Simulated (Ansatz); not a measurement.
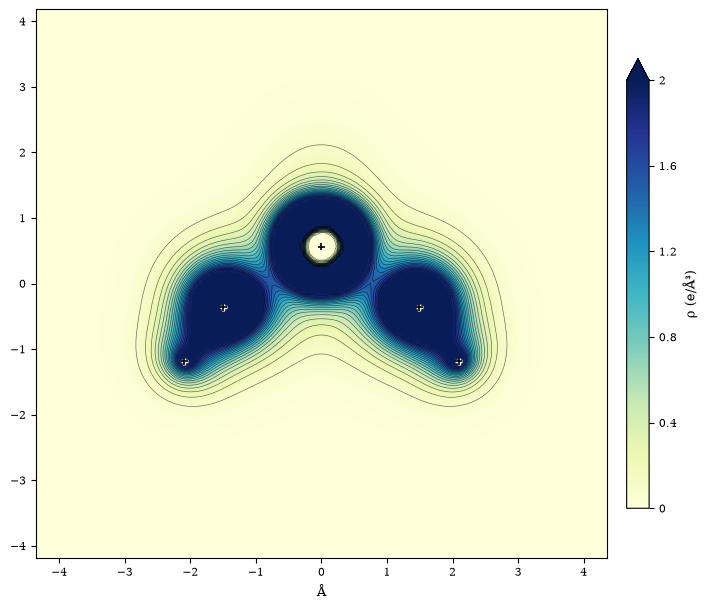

The electron density on a plane through atoms (crosses mark nuclei in the plane).

Level of theory: isolated molecule in a Gaussian basis; Kohn-Sham density functional theory, functional PBE0 (Ansatz).

Candidates:
A. CH₅AlO₃ (SMILES C[O][Al]([OH])[OH])
B. H₆N₄W (SMILES [NH]=[W](=[NH])([NH2])[NH2])
C. GeH₄O₄ (SMILES [OH][Ge]([OH])([OH])[OH])

Which candidate gave the map?

Answer. Candidate B: H₆N₄W on the plane of atoms W5, N2 and H7, which holds N, W and H. W–N (1.76 Å): ρ is about 1.6 e/Å³ halfway. N–H (1.01 Å): ρ is about 2.9 e/Å³ halfway.
